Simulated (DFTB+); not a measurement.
## Single-point calculation, with input and output: CH₆ClNSn

CH₆ClNSn, SMILES [CH3][SnH]([NH2])[Cl], computed with GFN2-xTB, R-SCC, dispersion built in (DFTB+ 25.1).

The geometry comes from this level: GFN2-xTB.

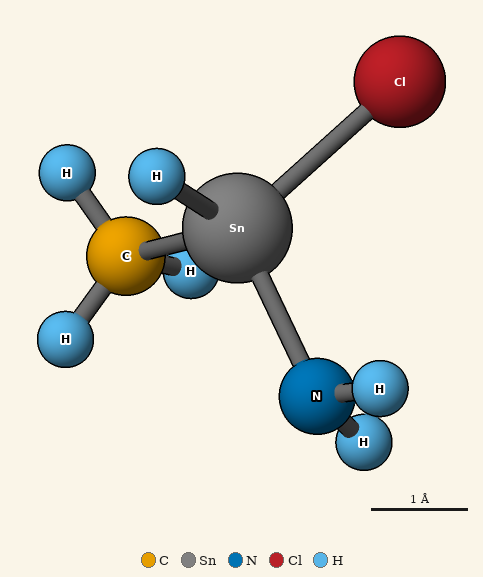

Figure 1. The input geometry (ball-and-stick view, seen at a tilt). Sticks mark near contacts.

Input (dftb_in.hsd):
```
# GFN2-XTB single point
Geometry = GenFormat {
  <<< "start.gen"
}

Hamiltonian = xTB {
  Method = "GFN2-xTB"
  Filling = Fermi {
    Temperature [K] = 10
  }
}

Options {
  WriteResultsTag = Yes
}

ParserOptions {
  ParserVersion = 14
}
```

File start.gen:
```
10 C
C Sn N Cl H
   1  1     -0.853970      1.447290     -0.007720
   2  2     -0.049570     -0.494960     -0.548740
   3  3      1.611080     -0.879160      0.553050
   4  4     -1.649040     -2.125710     -0.090420
   5  5     -1.606630      1.752610     -0.724660
   6  5     -1.305390      1.371980      0.975830
   7  5     -0.053580      2.176110      0.012420
   8  5      0.449450     -0.694810     -2.162230
   9  5      1.972560     -1.818480      0.444710
  10  5      1.485100     -0.734880      1.547770
```

Launch command:
```bash
dftb+ > dftb.out
```

The program's output:
```
|  DFTB+ development version (commit: a23bfb2)

Reading input file 'dftb_in.hsd'
Parser version: 14

--------------------------------------------------------------------------------

Processed input in HSD format written to 'dftb_pin.hsd'

Starting initialization...
--------------------------------------------------------------------------------
OpenMP threads:              1
Chosen random seed:          538264462
Current stacksize:           unlimited
Mode:                        Static calculation
Self consistent charges:     Yes
SCC-tolerance:                 0.100000E-04
Max. scc iterations:                    100
Shell resolved Hubbard:      Yes
Spin polarisation:           No
Nr. of up electrons:            13.000000
Nr. of down electrons:          13.000000
Periodic boundaries:         No
Electronic solver:           Relatively robust
Mixer:                       Broyden mixer
Mixing parameter:                  0.200000
Nr. of chrg. vec. in memory:            100
Max. SCC-cycles:                        100
tblite library version:      0.3.0
-> parametrization:          GFN2-xTB
-> repulsion:                Yes
-> dispersion:               Yes
-> halogen bonding:          No
-> electrostatics:           Yes
   -> isotropic:             Yes
   -> anisotropic:           Yes
   -> third-order:           Yes
Electronic temperature:              0.316682E-04 H      0.861734E-03 eV
Initial charges:             Set automatically (system chrg:   0.000E+00)
Included shells:             C:  s, p
                            Sn:  s, p, d
                             N:  s, p
                            Cl:  s, p, d
                             H:  s
Extra options:
                             Mulliken analysis

--------------------------------------------------------------------------------

***  Geometry step: 0

 iSCC Total electronic   Diff electronic      SCC error
    1   -0.14701251E+02    0.00000000E+00    0.11156806E+01
    2   -0.14860571E+02   -0.14701251E+02    0.49533995E+00
    3   -0.14869659E+02   -0.15931926E+00    0.46790178E+00
    4   -0.14868888E+02   -0.90879287E-02    0.37635389E+00
    5   -0.14863179E+02    0.77052287E-03    0.98512580E-01
    6   -0.14862868E+02    0.57092051E-02    0.74686981E-01
    7   -0.14862640E+02    0.31109229E-03    0.70891058E-01
    8   -0.14863520E+02    0.22725406E-03    0.24817791E-01
    9   -0.14863646E+02   -0.87942310E-03    0.11057431E-01
   10   -0.14863703E+02   -0.12645263E-03    0.44220762E-02
   11   -0.14863697E+02   -0.56822950E-04    0.23828842E-02
   12   -0.14863686E+02    0.61073001E-05    0.15010803E-02
   13   -0.14863675E+02    0.11534966E-04    0.60033783E-03
   14   -0.14863676E+02    0.10216641E-04    0.40954019E-03
   15   -0.14863682E+02   -0.11512801E-05    0.23961581E-03
   16   -0.14863682E+02   -0.53169505E-05    0.39420862E-04
   17   -0.14863682E+02    0.16932841E-06    0.24907775E-04
   18   -0.14863681E+02    0.71823044E-07    0.12742882E-04
   19   -0.14863681E+02    0.80451589E-07    0.75742452E-05

Total Energy:                      -14.7675807814 H         -401.8463 eV
Extrapolated to 0K:                -14.7675807814 H         -401.8463 eV
Total Mermin free energy:          -14.7675807814 H         -401.8463 eV
Force related energy:              -14.7675807814 H         -401.8463 eV

--------------------------------------------------------------------------------
--------------------------------------------------------------------------------
SCC                                    +       0.02 ( 89.2%)       0.04 ( 95.3%)
--------------------------------------------------------------------------------
Missing                                +       0.00 ( 10.8%)       0.00 (  4.7%)
Total                                  =       0.02 (100.0%)       0.04 (100.0%)
--------------------------------------------------------------------------------
```

File detailed.out:
```
Fermi distribution function

Calculation with static geometry

********************************************************************************
 iSCC Total electronic   Diff electronic      SCC error
   19   -0.14863681E+02    0.80451589E-07    0.75742452E-05
********************************************************************************

 Total charge:    -0.00000000

 Atomic gross charges (e)
 Atom           Charge
    1      -0.13672358
    2       0.27753813
    3      -0.39264444
    4      -0.24629444
    5       0.05508024
    6       0.06293062
    7       0.06060416
    8       0.00267485
    9       0.15854001
   10       0.15829445

Nr. of electrons (up):     26.00000000
Atom populations (up)
 Atom       Population
    1       4.13672358
    2       3.72246187
    3       5.39264444
    4       7.24629444
    5       0.94491976
    6       0.93706938
    7       0.93939584
    8       0.99732515
    9       0.84145999
   10       0.84170555

l-shell populations (up)
 Atom Sh.   l       Population
    1   1   0       1.07569656
    1   2   1       3.06102702
    2   1   0       1.84009504
    2   2   1       1.54101225
    2   3   2       0.34135459
    3   1   0       1.39001523
    3   2   1       4.00262921
    4   1   0       1.98526311
    4   2   1       5.26010325
    4   3   2       0.00092808
    5   1   0       0.94491976
    6   1   0       0.93706938
    7   1   0       0.93939584
    8   1   0       0.99732515
    9   1   0       0.84145999
   10   1   0       0.84170555

Orbital populations (up)
 Atom Sh.   l   m       Population  Label
    1   1   0   0       1.07569656  s
    1   2   1  -1       0.99978645  p_y
    1   2   1   0       1.03095900  p_z
    1   2   1   1       1.03028157  p_x
    2   1   0   0       1.84009504  s
    2   2   1  -1       0.49513061  p_y
    2   2   1   0       0.58153829  p_z
    2   2   1   1       0.46434334  p_x
    2   3   2  -2       0.08486529  d_xy
    2   3   2  -1       0.06106196  d_yz
    2   3   2   0       0.04917401  d_z2
    2   3   2   1       0.11249958  d_xz
    2   3   2   2       0.03375375  d_x2-y2
    3   1   0   0       1.39001523  s
    3   2   1  -1       1.35833514  p_y
    3   2   1   0       1.20215323  p_z
    3   2   1   1       1.44214084  p_x
    4   1   0   0       1.98526311  s
    4   2   1  -1       1.68976017  p_y
    4   2   1   0       1.86939969  p_z
    4   2   1   1       1.70094339  p_x
    4   3   2  -2       0.00030563  d_xy
    4   3   2  -1      -0.00008270  d_yz
    4   3   2   0      -0.00001449  d_z2
    4   3   2   1      -0.00035649  d_xz
    4   3   2   2       0.00107613  d_x2-y2
    5   1   0   0       0.94491976  s
    6   1   0   0       0.93706938  s
    7   1   0   0       0.93939584  s
    8   1   0   0       0.99732515  s
    9   1   0   0       0.84145999  s
   10   1   0   0       0.84170555  s

Fermi level:                        -0.3220818815 H           -8.7643 eV
Band energy:                       -14.2352301749 H         -387.3603 eV
TS:                                  0.0000000000 H            0.0000 eV
Band free energy (E-TS):           -14.2352301749 H         -387.3603 eV
Extrapolated E(0K):                -14.2352301749 H         -387.3603 eV
Input / Output electrons (q):     26.0000000000     26.0000000000

Energy H0:                         -14.8905528798 H         -405.1926 eV
Energy SCC:                          0.0268714774 H            0.7312 eV
Total Electronic energy:           -14.8636814024 H         -404.4613 eV
Repulsive energy:                    0.1019538624 H            2.7743 eV
Total energy:                      -14.7675807814 H         -401.8463 eV
Extrapolated to 0:                 -14.7675807814 H         -401.8463 eV
Total Mermin free energy:          -14.7675807814 H         -401.8463 eV
Force related energy:              -14.7675807814 H         -401.8463 eV

Non-constrained calculation

SCC converged

Dipole moment:    0.23811171    0.85169003    0.23068085 au
Dipole moment:    0.60521965    2.16478031    0.58633227 Debye
```

File band.out:
```
 KPT            1  SPIN            1  KWEIGHT    1.0000000000000000
     1    -28.2596  2.00000
     2    -21.6940  2.00000
     3    -16.3773  2.00000
     4    -16.0314  2.00000
     5    -13.9108  2.00000
     6    -13.5508  2.00000
     7    -13.5366  2.00000
     8    -12.6495  2.00000
     9    -12.1770  2.00000
    10    -11.9663  2.00000
    11    -11.4794  2.00000
    12    -11.3278  2.00000
    13    -10.7197  2.00000
    14     -6.8089  0.00000
    15     -3.0688  0.00000
    16     -2.8099  0.00000
    17     -2.2566  0.00000
    18     -0.3812  0.00000
    19     -0.2887  0.00000
    20      1.0624  0.00000
    21      1.0714  0.00000
    22      1.1530  0.00000
    23      1.2814  0.00000
    24      1.4140  0.00000
    25      2.1656  0.00000
    26      3.8363  0.00000
    27      4.6573  0.00000
    28      5.0607  0.00000
    29      5.5924  0.00000
    30     13.0848  0.00000
    31     17.5894  0.00000
    32     18.9789  0.00000
```

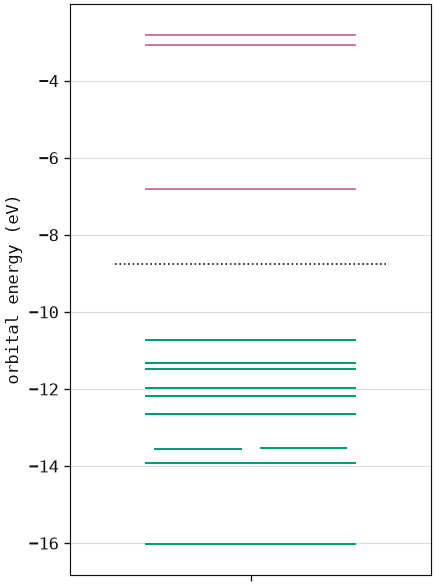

Figure 2. Orbital energies near the frontier; the dotted line parts filled from empty levels, and levels within 0.02 eV of each other stand side by side. Highest filled −10.72 eV, lowest empty −6.81 eV, 3.91 eV apart.

Results in brief:

| quantity | value |
| --- | --- |
| outcome | converged |
| Mermin free energy | −14.767581 hartree |
| basis functions | 32 |
| HOMO | −10.72 eV |
| LUMO | −6.81 eV |
| dipole moment | 2.32 D |
| hardware | 1 thread of Intel Xeon @ 2.50GHz (Skylake/Cascade Lake), 32 GiB of memory available, shared host |
| peak memory | 0.073 GiB |

Notes:

Settings chosen away from the usual ones: electronic_temperature.
